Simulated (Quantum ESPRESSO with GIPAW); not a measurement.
# Assigning the 23Na lines of Na3ScF6

The values are calculated: DFT, PBEsol, plane-wave PAW (pslibrary 1.0.0 recipes), scalar-relativistic, GIPAW shieldings (Quantum ESPRESSO with GIPAW, a patched development version). Shieldings are without the macroscopic shape term, which is common to all sites.

```
Sc Na F
1.0
     5.60160    0.00000    0.00000
     0.00000    5.80310    0.00000
    -5.49955    0.00000    8.12036
Sc Na F
2 6 12
Direct
  0.00000 0.50000 0.50000
  0.00000 0.00000 0.00000
  0.50000 0.00000 0.50000
  0.50000 0.50000 0.00000
  0.27607 0.44412 0.26003
  0.72393 0.94412 0.23997
  0.72393 0.55588 0.73997
  0.27607 0.05588 0.76003
  0.65128 0.67841 0.44688
  0.34872 0.17841 0.05312
  0.34872 0.32159 0.55312
  0.65128 0.82159 0.94688
  0.89531 0.56740 0.27071
  0.10469 0.06740 0.22929
  0.10469 0.43260 0.72929
  0.89531 0.93260 0.77071
  0.24840 0.78550 0.57891
  0.75160 0.28550 0.92109
  0.75160 0.21450 0.42109
  0.24840 0.71450 0.07891
```

The cell is an entry of the Crystallography Open Database; it need not be the form that is stable at ambient conditions. The coordinates shown are those after relaxation (atoms relaxed).

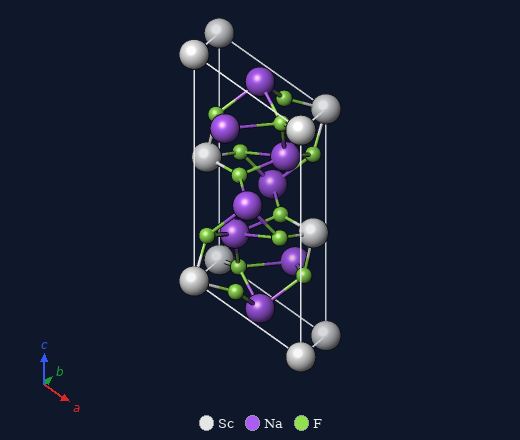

The structure (scandium white, sodium purple, fluorine green). Bonds to atoms that aren't drawn are left out. Some periodic images of atoms are drawn too.

The Na sites:

```
 site  atom no.  atoms in cell  site symmetry  surroundings     bonds (Å)
Na(1)         3              2             -1          NaF6  2.23 to 2.35
Na(2)         5              4              1          NaF7  2.30 to 2.76
```

The lines to be assigned:

```csv
line,σ_iso (ppm),relative area,span (ppm),skew
A,555.6,2,15.1,0.75
B,545.6,1,15.6,-0.11
```

Q: Assign the lines to the sites.

The calculated assignment is A is Na(2) (NaF7); B is Na(1) (NaF6). The areas settle A and B, whose multiplicities are unique. Shielding rises with the number of neighbours over these sites, the usual order.

[Banner, clock, file and message-heading lines were taken out of the pw.x and gipaw.x logs.]

[Logs are printed without paths, hosts, clocks, repeated set-up lines and the standing remarks that a program may print on its own settings, such as how far it seeks lower states.]

[Hosts, paths, dates, database ids (printed as entryN), source tags and the programs' standing remarks are cut or masked in the printed files.]
